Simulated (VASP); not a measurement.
Band structure of MgS (rock salt). Level of theory: LDA (Ceperley-Alder, Perdew-Zunger), VASP's LDA PAW potentials (set 64) (plane waves; VASP).

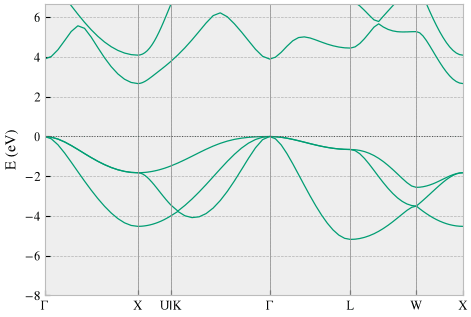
Bands along high-symmetry lines, zero at the valence-band maximum or, without a gap, the Fermi level

Q: Read the plot: is there a gap, and where are the band edges?

A: The gap is indirect, 2.66 eV, from the valence maximum at Γ to the conduction minimum at X. (Edges off the drawn lines would not show.)

The compound is MgS in the rock salt structure. It was relaxed first.
